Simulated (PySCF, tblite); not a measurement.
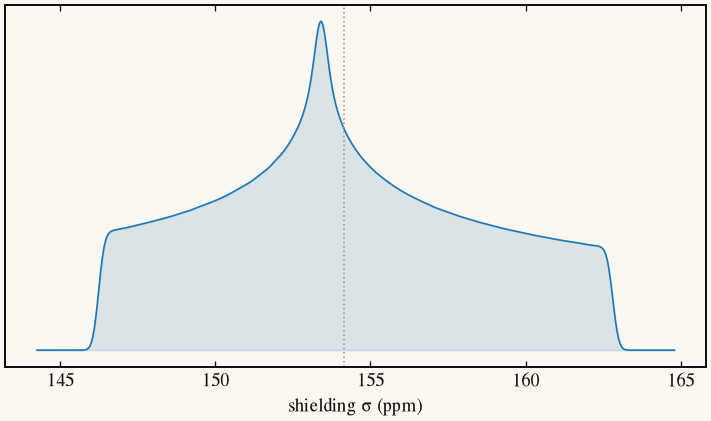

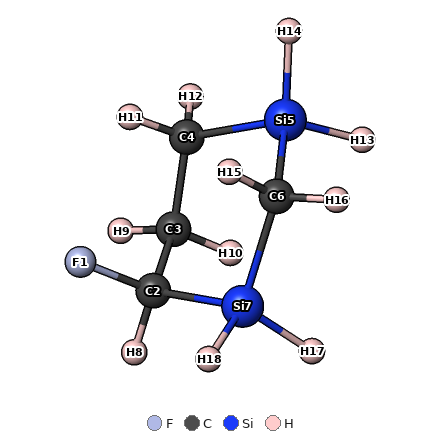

Static powder pattern (¹³C) from GIAO shielding tensors of C₄H₁₁FSi₂, SMILES F[C@H]1CC[SiH2]C[SiH2]1, PBE0/pcSseg-1 in PySCF 2.14.0, at a GFN2-xTB geometry (a minimum by its frequencies); absolute shielding, one fixed geometry of the isolated molecule without any motion, no dipolar terms. The dotted line is the isotropic value; skew is 3(σiso − σ22)/span.

### The pattern belongs to C3. Give the principal values, span and skew.

C3: σ11, σ22, σ33 = 146, 153, 163 ppm, isotropic 154, span 17 ppm, skew 0.14.

Note: the tight-binding geometry is rougher than a DFT one and adds to the error; one conformer of a flexible molecule.
